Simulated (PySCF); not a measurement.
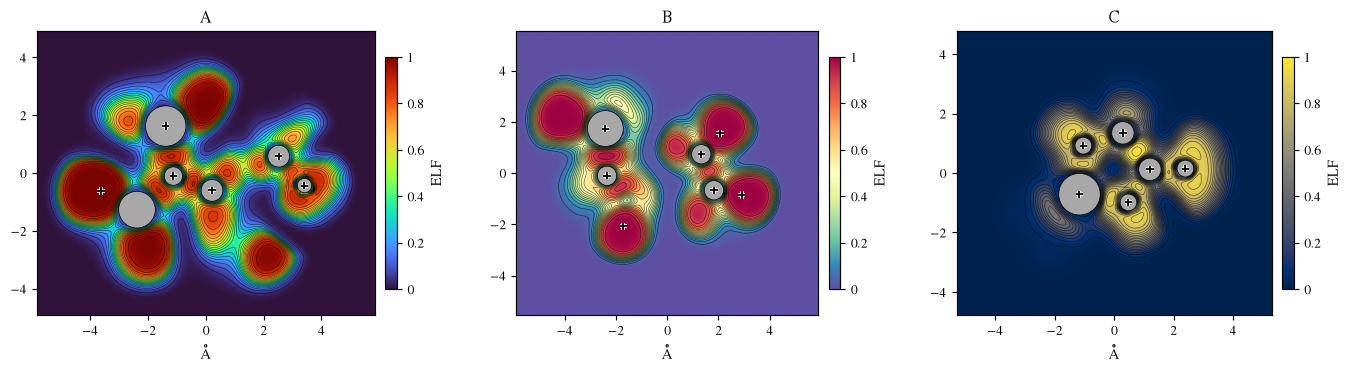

The ELF of 3 systems, each on a plane through atoms (crosses mark nuclei in the plane; grey discs cover the cores).

Method: PBE0/pcSseg-1, SCF density, gas phase, non-relativistic (PySCF 2.14.0).

System 1: C₆H₁₁NSi₂, the plane of atoms C9, C8 and H17. Geometry: PBE0-D3(BJ)/def2-SVP.

```yaml
atoms:
  - { symbol: N, position_ang: [-0.6819, -1.7398, -3.7625] }
  - { symbol: C, position_ang: [-0.3569, -1.0978, -2.8528] }
  - { symbol: Si, position_ang: [0.1545, -0.0725, -1.3753] }
  - { symbol: C, position_ang: [0.9590, -1.2806, -0.1853] }
  - { symbol: C, position_ang: [1.7433, -0.9711, 0.8645] }
  - { symbol: Si, position_ang: [2.2904, 0.7411, 1.4074] }
  - { symbol: C, position_ang: [-1.3831, 0.6865, -0.6575] }
  - { symbol: C, position_ang: [-1.5408, 0.8985, 0.8300] }
  - { symbol: C, position_ang: [-2.3328, -0.1656, 0.1525] }
  - { symbol: H, position_ang: [1.1064, 0.9427, -1.9052] }
  - { symbol: H, position_ang: [0.7409, -2.3428, -0.3683] }
  - { symbol: H, position_ang: [2.1216, -1.8052, 1.4750] }
  - { symbol: H, position_ang: [3.7808, 0.8368, 1.3655] }
  - { symbol: H, position_ang: [1.6952, 1.7803, 0.5159] }
  - { symbol: H, position_ang: [1.8425, 0.9891, 2.8122] }
  - { symbol: H, position_ang: [-1.8573, 1.4419, -1.2944] }
  - { symbol: H, position_ang: [-2.0524, 1.8083, 1.1541] }
  - { symbol: H, position_ang: [-0.7298, 0.5832, 1.4942] }
  - { symbol: H, position_ang: [-2.0602, -1.2083, 0.3440] }
  - { symbol: H, position_ang: [-3.4035, -0.0086, -0.0003] }
```

System 2: C₃H₆O₃Si, the plane of atoms C4, C5 and O7. Geometry: GFN2-xTB.

```xyz
13

C     2.1836   -0.3124    0.1504
Si    0.4831   -0.3273   -0.6601
O    -0.6595   -1.0805    0.2444
C    -1.7306   -0.2407    0.5564
C    -1.4172    1.1612    0.0373
O    -2.1189    2.1182    0.1684
O    -0.2490    1.1735   -0.5890
H     2.1569    0.0686    1.1686
H     2.8710    0.3026   -0.4197
H     2.5920   -1.3163    0.1804
H     0.4133   -0.7340   -2.0566
H    -2.6487   -0.6025    0.0833
H    -1.8804   -0.2099    1.6393
```

System 3: C₃H₁₀F₃NSi₃, the plane of atoms C7, N8 and Si10. Geometry: GFN2-xTB.

```tsv
atom	x (Å)	y (Å)	z (Å)
F	-3.3437	-0.5386	0.4983
C	-2.2164	-1.2978	0.4125
F	-1.7777	-1.4136	1.6943
C	-1.2169	-0.6539	-0.5048
F	-0.5419	-1.6281	-1.2149
Si	-1.4429	1.0397	-1.3572
C	-0.3308	0.4604	0.0699
N	1.0863	0.3456	-0.0044
Si	1.9810	1.8243	-0.1406
Si	1.8318	-1.2103	0.3024
H	-2.5056	-2.3007	0.0663
H	-2.6609	1.7474	-1.0269
H	-0.9031	1.0240	-2.7000
H	-0.6843	0.7532	1.0619
H	1.2810	2.6275	-1.1541
H	3.3321	1.4631	-0.5491
H	1.9864	2.5597	1.1309
H	0.9081	-2.0117	1.0968
H	3.0455	-0.9425	1.0744
H	2.1670	-1.8372	-0.9757
```

Question: Match each panel to its system.

Answer: Panel A is system 3, C₃H₁₀F₃NSi₃: the plane holds F, C, N, Si and H. C–F (1.36 Å): the ELF peaks at about 0.85 between the atoms, as expected for a polar covalent bond. Panel B is system 1, C₆H₁₁NSi₂: the plane holds C, Si and H. C–Si (1.88 Å): the ELF peaks at about 0.95 between the atoms (localised, covalent bonding). Panel C is system 2, C₃H₆O₃Si: the plane holds Si, O and C. C–O (1.19 Å): the ELF peaks at about 0.85 between the atoms: a short, multiple covalent bond.
